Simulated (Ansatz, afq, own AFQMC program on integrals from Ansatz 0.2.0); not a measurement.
# GeH4 (singlet): quantum Monte Carlo beside coupled cluster at distance Ge1–H2 = 1.534 Å, cc-pVDZ, part 2 of 2

Ansatz 0.2.0, Gaussian basis, and an in-house AFQMC program (afq) on its integrals; all values are calculated; cc-pVDZ, frozen cores. Earlier steps stand in the parts before.

## (13) Phaseless AFQMC, CID trial on RHF (settings varied)

It reads the integrals that the CCSD(T) run on this determinant wrote.

Launch:

```
afq ham --method phaseless --trial cid --walkers 10 --populations 1 --least-time 40 --time-step 0.005 --steps-per-block 5 --equilibration-blocks 400 --max-blocks 2400 --target-error 0.00068 --factor-cut 1e-05 --seed 7248 --release-times 0.2,0.4 --release-step 0.02 --release-every 40 --taylor-order 4
```

Output:

```text
orbitals 33  electrons 4 4  factors 266 of 497
reference energy -2077.64337960 Eh
CCSD correlation -0.14235328 Eh in 8 cycles, weight of the determinant in the CISD state 0.9220
energy of the start -2077.785725 Eh
 block  time / (1/Eh)  mean weight  energy / Eh
     1     0.025  0.9992  -2077.785536
     2     0.050  0.9982  -2077.785320
     3     0.075  1.0007  -2077.785065
     4     0.100  1.0029  -2077.784903
     5     0.125  0.9985  -2077.784844
     6     0.150  0.9993  -2077.784838
     7     0.175  0.9999  -2077.784660
     8     0.200  0.9995  -2077.784526
     9     0.225  1.0031  -2077.784417
    10     0.250  0.9964  -2077.783986
    51     1.275  0.9973  -2077.787024
   101     2.525  1.0030  -2077.792445
   151     3.775  0.9950  -2077.796107
   201     5.025  0.9971  -2077.791907
   251     6.275  1.0015  -2077.788106
   301     7.525  1.0000  -2077.789749
   351     8.775  0.9968  -2077.786701
   401    10.025  0.9992  -2077.793628
   451    11.275  0.9971  -2077.792923
   501    12.525  1.0021  -2077.785695
   551    13.775  1.0016  -2077.790391
   601    15.025  1.0061  -2077.786294
   651    16.275  1.0024  -2077.787881
   701    17.525  1.0016  -2077.790745
   751    18.775  1.0014  -2077.786032
   801    20.025  0.9946  -2077.785603
   851    21.275  0.9998  -2077.785706
   901    22.525  0.9992  -2077.787203
   951    23.775  1.0049  -2077.787001
  1001    25.025  1.0041  -2077.786391
  1051    26.275  1.0046  -2077.789309
  1101    27.525  1.0004  -2077.787591
  1151    28.775  1.0023  -2077.791794
  1201    30.025  0.9968  -2077.787613
  1251    31.275  1.0036  -2077.790308
  1301    32.525  0.9998  -2077.785895
  1351    33.775  0.9970  -2077.784795
  1401    35.025  0.9999  -2077.786423
  1451    36.275  1.0007  -2077.787925
  1501    37.525  0.9997  -2077.788515
  1551    38.775  1.0010  -2077.787380
  1601    40.025  0.9942  -2077.787975
  1651    41.275  0.9966  -2077.788913
  1701    42.525  1.0004  -2077.786998
  1751    43.775  1.0013  -2077.786894
  1801    45.025  1.0021  -2077.787723
  1851    46.275  0.9982  -2077.786572
  1901    47.525  1.0031  -2077.787519
  1951    48.775  1.0028  -2077.785911
blocks merged  error / Eh  count
     1  0.000050  1600
     2  0.000069  800
     4  0.000095  400
     8  0.000127  200
    16  0.000160  100
    32  0.000188  50
    64  0.000241  25
   128  0.000175  12
released: time / (1/Eh)  energy / Eh  error  mean overlap
  0.20  -2077.788167  0.000321  1.0158
  0.40  -2077.788480  0.000251  1.0103
energy -2077.787857 +/- 0.000241 Eh
```

It took 24 s on 1 thread of Arm Neoverse V2, shared host.

Energy -56539.4879 ± 0.0066 eV. The run doesn't count as converged. Caveats: constraint bias not in the error; error not settled.

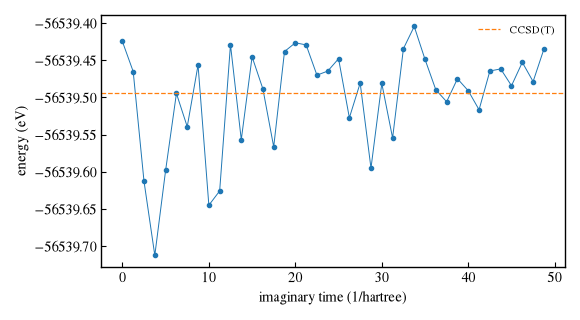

Block energies along the walk.

## (14) Free-projection AFQMC, first-order trial on RHF (settings varied)

It reads the integrals that the CCSD(T) run on this determinant wrote.

Launch:

```
afq ham --method free --trial mp1 --walkers 200 --time-step 0.05 --max-blocks 30 --target-error 0.00068 --factor-cut 1e-05 --seed 5110 --times 0,0.05,0.1,0.15 --taylor-order 6
```

Output:

```text
orbitals 33  electrons 4 4  factors 266 of 497
reference energy -2077.64337960 Eh
CCSD correlation -0.14235328 Eh in 8 cycles, weight of the determinant in the CISD state 0.9220
repeat  energy at the last time / Eh  error
    10  -2077.786513  0.000393
    20  -2077.786496  0.000240
    30  -2077.786541  0.000174
time / (1/Eh)  energy / Eh  error  mean overlap
  0.00  -2077.785914  0.000216  1.0637
  0.05  -2077.786254  0.000188  1.0632
  0.10  -2077.786593  0.000177  1.0618
  0.15  -2077.786541  0.000174  1.0667
energy -2077.786541 +/- 0.000174 Eh
```

Wall time 20 s (1 thread of Arm Neoverse V2, shared host).

Energy -56539.4521 ± 0.0047 eV. Caveats: remainder of the start not in the error.

## (15) UHF

in.yaml reads:

```yaml
crystal:
  periodic: [false, false, false]
  atoms:
    - {symbol: Ge, position_ang: [0.000000, 0.000000, 0.000000]}
    - {symbol: H, position_ang: [0.884324, 0.887199, 0.886047]}
    - {symbol: H, position_ang: [-0.887886, -0.884021, 0.885661]}
    - {symbol: H, position_ang: [-0.883825, 0.884513, -0.889224]}
    - {symbol: H, position_ang: [0.887387, -0.887691, -0.882484]}
basis:
  gaussian: {orbitals: cc-pVDZ}
magnetization: {spin_polarized: true, initial_magnetization: 0}
hamiltonian: {xc: hf}
output: {orbitals: {seedname: orbitals}}
```

Launch:

```
ansatz run in.yaml --threads 1 --pin off --events-out ev --progress --plain --max-ram 1382MiB
```

Output:

```text
Functional definition: HF
  name "HF"
  cite "Fock, Z. Phys. 61, 126 (1930) doi:10.1007/BF01340294"
  parent pbe
  exchange = exact_x
  correlation = 0
497 factors; integrals over basis functions are off by at most 9.4e-4 eV
mean field evaluation 1: about -56535.0988 eV, gradient 6.3e0 eV
mean field evaluation 2: about -56535.1013 eV, gradient 6.3e0 eV
mean field evaluation 4: about -56535.5556 eV, gradient 3.0e-1 eV
mean field evaluation 8: about -56535.5565 eV, gradient 1.4e-5 eV
mean field -56535.55648358 eV, -2077.6433795951 hartree, gradient 1.4e-5 eV, S^2 0.000000; 0 other end points of the search recorded, 0 dependent functions left out
reference -56535.55648358 eV, -2077.6433795951 hartree; 18, 18 occupied and 29, 29 virtual orbitals, 497 factors
Total energy: -56535.55648358 eV, -2077.6433795951 hartree
```

Wall time 0.42 s (1 thread of Arm Neoverse V2, shared host).

From the report: ⟨S²⟩ of the determinant 0.000 (pure singlet: 0.00).

## (16) AFQMC on the ladder

On the RHF determinant, counted from CCSDT(Q) (a yardstick, not exact):

| level | energy (eV) | from CCSDT(Q) (meV) | statistical error (meV) | time |
| --- | --- | --- | --- | --- |
| HF | -56535.5565 | +3954.9 |  |  |
| MP2 | -56538.6170 | +894.3 |  |  |
| CCSD | -56539.4301 | +81.3 |  |  |
| CCSD(T) | -56539.4945 | +16.9 |  |  |
| CCSDT(Q) | -56539.5114 | 0.0 |  |  |
| Phaseless AFQMC, CISD trial, step 0.005, 90 walkers | -56539.5111 | +0.3 | 2.9 | 87 s |
| Phaseless AFQMC, single-determinant trial, step 0.005, 180 walkers | -56539.4881 | +23.3 | 17.7 | 90 s |
| Free-projection AFQMC, CID trial, step 0.02, 200 walkers | -56539.5132 | -1.8 | 3.9 | 90 s |

The functionals' totals stand on their own zeros and serve differences with other points: PBE -56573.042 eV; r2SCAN -56581.620 eV; PBE0 -56574.770 eV; B3LYP -56583.478 eV; wB97M-V -56578.309 eV; B2PLYP -56570.354 eV.

## (17) Results

What follows sums up all 2 parts.

| quantity | value |
| --- | --- |
| CCSD(T) on RHF from CCSDT(Q) | +16.9 meV |
| Phaseless AFQMC, CISD trial on RHF from CCSDT(Q) | +0.3 ± 2.9 meV |
| Phaseless AFQMC, single-determinant trial on RHF from CCSDT(Q) | +23.3 ± 17.7 meV |

On RHF the phaseless walk with the CISD trial lies +0.3 meV from CCSDT(Q), within three error bars. Error bars are statistical and leave out the constraint, the time step and what remains of the start.
